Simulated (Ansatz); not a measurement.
## Geometry relaxation, with input and output: C$_{4}$H$_{5}$F$_{3}$O$_{2}$ (part 2 of 2)

The same run, continued: C$_{4}$H$_{5}$F$_{3}$O$_{2}$, SMILES CCOC(=O)C(F)(F)F; RKS LDA/def2-SVP (Ansatz 0.2.0). 

Geometry of the input (Å):
```
C  -3.2178  0.1406  0.3859
C  -2.3455  -0.7909  -0.4365
O  -1.0327  -0.2121  -0.6678
C  -0.1217  -0.4027  0.2953
O  -0.2633  -1.0206  1.3260
C  1.1964  0.3116  -0.1044
F  1.6364  -0.1275  -1.3013
F  2.1427  0.0800  0.8126
F  0.9945  1.6441  -0.1900
H  -3.2982  1.1369  -0.0922
H  -4.2380  -0.2839  0.4751
H  -2.8093  0.2649  1.4078
H  -2.7547  -0.9520  -1.4522
H  -2.2140  -1.7703  0.0662
```

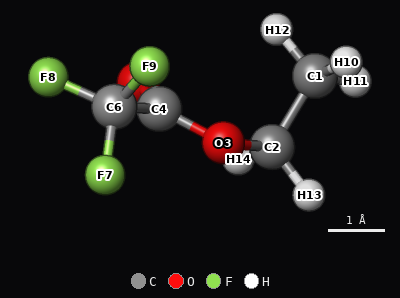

**Figure 1.** The geometry at step 6 of the log (ball-and-stick view, seen at a tilt; atoms are numbered from 1 in the order of the input).

**Trajectory as extended XYZ (Å, eV, eV/Å), 10 frames, from step=1 to step=10**
```
14
Properties=species:S:1:pos:R:3:forces:R:3 step=1 energy=-16342.93161
C    -3.2178    0.1406    0.3859    0.3381  -0.3183  -0.3035
C    -2.3455   -0.7909   -0.4365    0.3492   0.6276   0.1856
O    -1.0327   -0.2121   -0.6678    0.0061  -0.3179   0.6848
C    -0.1217   -0.4027    0.2953   -0.2119  -0.0523  -0.0353
O    -0.2633   -1.0206    1.3260    0.0286   0.4179  -0.7271
C     1.1964    0.3116   -0.1044    0.3205   0.1927  -0.1110
F     1.6364   -0.1275   -1.3013   -0.3332   0.3208   0.8455
F     2.1427    0.0800    0.8126   -0.7003   0.1495  -0.6397
F     0.9945    1.6441   -0.1900    0.1369  -0.9494   0.0443
H    -3.2982    1.1369   -0.0922    0.0071   0.0470  -0.0408
H    -4.2380   -0.2839    0.4751   -0.0453  -0.0274   0.0033
H    -2.8093    0.2649    1.4078    0.0622  -0.0166   0.0699
H    -2.7547   -0.9520   -1.4522   -0.0252  -0.0014  -0.0667
H    -2.2140   -1.7703    0.0662    0.0673  -0.0722   0.0908
14
Properties=species:S:1:pos:R:3:forces:R:3 step=2 energy=-16342.98680
C    -3.1894    0.1389    0.3843    0.0901  -0.1552  -0.1234
C    -2.3332   -0.7873   -0.4401    0.2333   0.3037   0.0373
O    -1.0362   -0.2063   -0.6740   -0.0847  -0.1924   0.2866
C    -0.1415   -0.3961    0.2887    0.0304   0.1468  -0.2606
O    -0.2936   -1.0096    1.3117   -0.0405   0.0266  -0.0571
C     1.1700    0.3089   -0.1003    0.1483   0.0762  -0.0209
F     1.6088   -0.1287   -1.2851   -0.1355   0.1322   0.3354
F     2.1009    0.0744    0.8155   -0.2654   0.0628  -0.2505
F     0.9721    1.6301   -0.1862    0.0557  -0.3782   0.0129
H    -3.2733    1.1351   -0.0965   -0.0028   0.0162  -0.0031
H    -4.2098   -0.2857    0.4870   -0.0134   0.0139   0.0195
H    -2.7636    0.2615    1.4015    0.0140  -0.0043   0.0170
H    -2.7493   -0.9540   -1.4539   -0.0305  -0.0207  -0.0077
H    -2.1870   -1.7629    0.0721    0.0010  -0.0277   0.0146
14
Properties=species:S:1:pos:R:3:forces:R:3 step=3 energy=-16342.99592
C    -3.1764    0.1360    0.3829   -0.0032  -0.0021   0.0034
C    -2.3252   -0.7828   -0.4440    0.0645   0.0216  -0.0303
O    -1.0364   -0.2073   -0.6793   -0.0809  -0.0595   0.0386
C    -0.1486   -0.3919    0.2824    0.0441   0.0379  -0.0060
O    -0.3091   -1.0009    1.3076   -0.0200   0.0085  -0.0222
C     1.1594    0.3077   -0.0978   -0.0033  -0.0201   0.0262
F     1.5985   -0.1298   -1.2735    0.0128  -0.0110  -0.0344
F     2.0800    0.0740    0.8181    0.0128  -0.0051   0.0209
F     0.9629    1.6208   -0.1865   -0.0065   0.0309  -0.0020
H    -3.2650    1.1338   -0.0956   -0.0052   0.0054   0.0082
H    -4.1971   -0.2859    0.4980    0.0097   0.0044   0.0026
H    -2.7404    0.2581    1.3968   -0.0042   0.0036   0.0012
H    -2.7502   -0.9551   -1.4542   -0.0066  -0.0065   0.0026
H    -2.1776   -1.7588    0.0698   -0.0140  -0.0081  -0.0088
14
Properties=species:S:1:pos:R:3:forces:R:3 step=4 energy=-16342.99630
C    -3.1743    0.1353    0.3835   -0.0088  -0.0013   0.0055
C    -2.3252   -0.7835   -0.4461    0.0295   0.0146  -0.0094
O    -1.0373   -0.2099   -0.6808   -0.0294  -0.0290   0.0059
C    -0.1498   -0.3895    0.2822    0.0294   0.0214  -0.0193
O    -0.3122   -0.9953    1.3085   -0.0153  -0.0044   0.0133
C     1.1594    0.3079   -0.0974   -0.0024  -0.0070   0.0080
F     1.6001   -0.1318   -1.2722    0.0062  -0.0043  -0.0119
F     2.0784    0.0751    0.8205    0.0020  -0.0034   0.0082
F     0.9638    1.6213   -0.1885   -0.0007   0.0174  -0.0017
H    -3.2642    1.1342   -0.0925   -0.0008   0.0004   0.0022
H    -4.1947   -0.2861    0.5006    0.0016   0.0008   0.0021
H    -2.7370    0.2564    1.3970    0.0005  -0.0011   0.0000
H    -2.7521   -0.9546   -1.4557   -0.0037   0.0008   0.0010
H    -2.1803   -1.7613    0.0655   -0.0082  -0.0048  -0.0037
14
Properties=species:S:1:pos:R:3:forces:R:3 step=5 energy=-16342.99661
C    -3.1709    0.1330    0.3859    0.0007   0.0067   0.0071
C    -2.3252   -0.7839   -0.4502   -0.0217  -0.0108   0.0095
O    -1.0372   -0.2153   -0.6853    0.0283   0.0034  -0.0204
C    -0.1516   -0.3860    0.2811   -0.0178  -0.0008   0.0196
O    -0.3196   -0.9821    1.3126    0.0044   0.0058  -0.0063
C     1.1595    0.3082   -0.0972    0.0029   0.0015  -0.0113
F     1.6051   -0.1380   -1.2683   -0.0024   0.0048   0.0100
F     2.0740    0.0790    0.8262   -0.0028   0.0016  -0.0029
F     0.9655    1.6219   -0.1960    0.0021  -0.0102   0.0003
H    -3.2617    1.1342   -0.0852    0.0012  -0.0026  -0.0009
H    -4.1913   -0.2873    0.5056   -0.0018  -0.0037  -0.0017
H    -2.7299    0.2498    1.3983    0.0020  -0.0032  -0.0011
H    -2.7562   -0.9499   -1.4590    0.0023   0.0065  -0.0005
H    -2.1857   -1.7653    0.0562    0.0026   0.0011  -0.0014
14
Properties=species:S:1:pos:R:3:forces:R:3 step=6 energy=-16342.99678
C    -3.1674    0.1306    0.3885    0.0028   0.0025   0.0044
C    -2.3257   -0.7844   -0.4539   -0.0268  -0.0092   0.0139
O    -1.0365   -0.2189   -0.6898    0.0347   0.0142  -0.0180
C    -0.1548   -0.3811    0.2816   -0.0206  -0.0181   0.0041
O    -0.3273   -0.9691    1.3169    0.0048   0.0062   0.0038
C     1.1588    0.3082   -0.0972    0.0016   0.0074  -0.0107
F     1.6077   -0.1454   -1.2641   -0.0052   0.0034   0.0137
F     2.0698    0.0829    0.8308   -0.0025   0.0013  -0.0050
F     0.9673    1.6216   -0.2042    0.0030  -0.0079  -0.0002
H    -3.2579    1.1341   -0.0778    0.0014  -0.0031  -0.0014
H    -4.1881   -0.2888    0.5089   -0.0022  -0.0020  -0.0014
H    -2.7233    0.2416    1.4002    0.0007  -0.0029  -0.0022
H    -2.7594   -0.9445   -1.4626    0.0039   0.0058   0.0006
H    -2.1885   -1.7687    0.0475    0.0045   0.0026  -0.0015
14
Properties=species:S:1:pos:R:3:forces:R:3 step=7 energy=-16342.99689
C    -3.1617    0.1267    0.3934    0.0029  -0.0045   0.0000
C    -2.3266   -0.7847   -0.4598   -0.0129   0.0017   0.0079
O    -1.0349   -0.2238   -0.6972    0.0231  -0.0009  -0.0033
C    -0.1595   -0.3756    0.2816   -0.0202   0.0144   0.0111
O    -0.3404   -0.9472    1.3248    0.0073  -0.0049  -0.0082
C     1.1573    0.3079   -0.0973    0.0051   0.0002  -0.0062
F     1.6121   -0.1592   -1.2564   -0.0019   0.0029   0.0076
F     2.0627    0.0915    0.8384   -0.0055   0.0038  -0.0079
F     0.9683    1.6204   -0.2199    0.0017  -0.0136   0.0025
H    -3.2499    1.1342   -0.0645    0.0014  -0.0027  -0.0010
H    -4.1835   -0.2905    0.5128   -0.0018   0.0006  -0.0006
H    -2.7137    0.2265    1.4045   -0.0009  -0.0013  -0.0040
H    -2.7639   -0.9341   -1.4685    0.0014   0.0011   0.0029
H    -2.1914   -1.7739    0.0327    0.0004   0.0033  -0.0007
14
Properties=species:S:1:pos:R:3:forces:R:3 step=8 energy=-16342.99691
C    -3.1629    0.1264    0.3932    0.0043   0.0010   0.0002
C    -2.3264   -0.7843   -0.4589   -0.0016  -0.0025  -0.0023
O    -1.0344   -0.2226   -0.6962   -0.0076   0.0046   0.0056
C    -0.1596   -0.3740    0.2828    0.0043  -0.0190   0.0034
O    -0.3389   -0.9489    1.3246    0.0003   0.0106  -0.0093
C     1.1575    0.3079   -0.0975    0.0004   0.0045   0.0025
F     1.6105   -0.1595   -1.2572   -0.0023   0.0002   0.0041
F     2.0639    0.0907    0.8369   -0.0014   0.0011  -0.0026
F     0.9698    1.6205   -0.2197    0.0018  -0.0018  -0.0008
H    -3.2501    1.1339   -0.0650   -0.0002   0.0000   0.0008
H    -4.1851   -0.2904    0.5108    0.0008  -0.0004  -0.0010
H    -2.7163    0.2259    1.4048   -0.0011   0.0007  -0.0007
H    -2.7629   -0.9343   -1.4678    0.0011   0.0000   0.0006
H    -2.1905   -1.7732    0.0339    0.0012   0.0010  -0.0006
14
Properties=species:S:1:pos:R:3:forces:R:3 step=9 energy=-16342.99692
C    -3.1633    0.1268    0.3928   -0.0002  -0.0003   0.0004
C    -2.3264   -0.7842   -0.4584    0.0007   0.0003  -0.0003
O    -1.0348   -0.2218   -0.6953   -0.0008   0.0005  -0.0005
C    -0.1590   -0.3753    0.2826    0.0023   0.0041  -0.0085
O    -0.3376   -0.9509    1.3238   -0.0020  -0.0054   0.0092
C     1.1576    0.3079   -0.0975    0.0004   0.0015  -0.0007
F     1.6103   -0.1585   -1.2576   -0.0001  -0.0004   0.0004
F     2.0644    0.0905    0.8363   -0.0002   0.0003   0.0001
F     0.9691    1.6204   -0.2188    0.0003  -0.0007  -0.0003
H    -3.2504    1.1340   -0.0659    0.0000  -0.0001   0.0002
H    -4.1854   -0.2901    0.5101    0.0000   0.0003   0.0001
H    -2.7173    0.2271    1.4047   -0.0003   0.0000  -0.0003
H    -2.7624   -0.9350   -1.4673    0.0001  -0.0001   0.0003
H    -2.1900   -1.7727    0.0352   -0.0001   0.0000  -0.0003
14
Properties=species:S:1:pos:R:3:forces:R:3 step=10 energy=-16342.99692
C    -3.1632    0.1266    0.3930   -0.0004  -0.0003   0.0001
C    -2.3264   -0.7842   -0.4585    0.0005   0.0005  -0.0001
O    -1.0348   -0.2218   -0.6954    0.0001  -0.0004   0.0008
C    -0.1591   -0.3752    0.2826   -0.0004   0.0004   0.0019
O    -0.3379   -0.9504    1.3241    0.0003   0.0003  -0.0027
C     1.1576    0.3079   -0.0976   -0.0001   0.0003   0.0003
F     1.6106   -0.1592   -1.2572    0.0003  -0.0006  -0.0004
F     2.0641    0.0911    0.8366    0.0001   0.0002   0.0004
F     0.9692    1.6203   -0.2197   -0.0001  -0.0002  -0.0004
H    -3.2501    1.1341   -0.0652    0.0000   0.0001   0.0000
H    -4.1854   -0.2902    0.5101    0.0000   0.0001   0.0000
H    -2.7173    0.2265    1.4049    0.0001  -0.0001   0.0000
H    -2.7625   -0.9346   -1.4675   -0.0002   0.0000   0.0000
H    -2.1900   -1.7728    0.0346   -0.0001  -0.0001   0.0000
```

**Key numbers**

| quantity | value |
| --- | --- |
| outcome | converged |
| total energy | −16342.9970 eV |
| SCF solution under orbital rotations | stable |
| largest force (length of the vector) at the end | 0.003 eV/Å |
| hardware | 4 threads of Intel Xeon @ 2.50GHz (Skylake/Cascade Lake), 189 GiB of memory available, shared host |
| wall time | 27 s (CPU time 89 s) |
| peak memory | 0.22 GiB |
